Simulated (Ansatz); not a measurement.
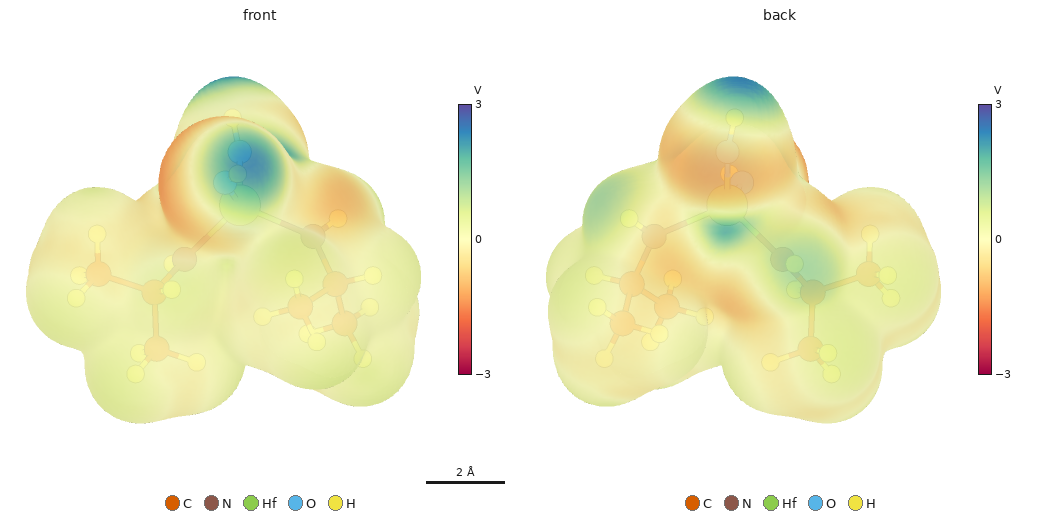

C$_{6}$H$_{18}$HfN$_{2}$O$_{2}$ (SMILES CC(C)[NH][Hf]([OH])([OH])[NH]C(C)C). The electrostatic potential painted on the density surface at 0.002 e/bohr³, seen from the front and from behind; the colour scale runs from red (negative) to blue (positive).

Geometry: PBE0-D4/def2-TZVP; core potentials replace the inner electrons of Hf.

The calculation used Ansatz 0.2.0, RKS PBE0-D4/def2-TZVPP.

```yaml
atoms:
  - { symbol: C, position_ang: [-1.5866, -0.2728, -1.5865] }
  - { symbol: C, position_ang: [-2.6061, -0.0073, -0.4920] }
  - { symbol: C, position_ang: [-2.9825, -1.3007, 0.2201] }
  - { symbol: N, position_ang: [-2.0852, 0.9841, 0.4299] }
  - { symbol: Hf, position_ang: [-0.1947, 1.7045, 0.7744] }
  - { symbol: O, position_ang: [-0.3377, 2.5964, 2.4900] }
  - { symbol: O, position_ang: [0.4058, 2.7941, -0.7225] }
  - { symbol: N, position_ang: [1.1665, 0.1806, 0.9121] }
  - { symbol: C, position_ang: [2.0366, -0.3960, -0.0985] }
  - { symbol: C, position_ang: [3.4872, 0.0280, 0.0982] }
  - { symbol: C, position_ang: [1.9144, -1.9136, -0.1380] }
  - { symbol: H, position_ang: [-1.3338, 0.6482, -2.1188] }
  - { symbol: H, position_ang: [-1.9656, -0.9928, -2.3147] }
  - { symbol: H, position_ang: [-0.6696, -0.6900, -1.1569] }
  - { symbol: H, position_ang: [-3.5134, 0.3881, -0.9753] }
  - { symbol: H, position_ang: [-3.7174, -1.1120, 1.0071] }
  - { symbol: H, position_ang: [-2.0958, -1.7404, 0.6858] }
  - { symbol: H, position_ang: [-3.4110, -2.0300, -0.4739] }
  - { symbol: H, position_ang: [-2.7975, 1.2580, 1.0974] }
  - { symbol: H, position_ang: [-0.1827, 3.3318, 3.0742] }
  - { symbol: H, position_ang: [0.1856, 3.2870, -1.5069] }
  - { symbol: H, position_ang: [1.3559, -0.2398, 1.8160] }
  - { symbol: H, position_ang: [1.7085, -0.0047, -1.0705] }
  - { symbol: H, position_ang: [3.8586, -0.3295, 1.0641] }
  - { symbol: H, position_ang: [3.5710, 1.1163, 0.0854] }
  - { symbol: H, position_ang: [4.1342, -0.3805, -0.6835] }
  - { symbol: H, position_ang: [2.2442, -2.3431, 0.8140] }
  - { symbol: H, position_ang: [2.5323, -2.3452, -0.9301] }
  - { symbol: H, position_ang: [0.8786, -2.2185, -0.3005] }
```

Q: Which sites attract a positive test charge, and which a negative one?

A: A positive charge is drawn to the negative regions and a negative charge to the positive ones. The most negative region (about −1.3 V) lies over O7, the most positive (about +2.3 V) over H20 and H21. O7 is the likeliest acceptor of a hydrogen bond.
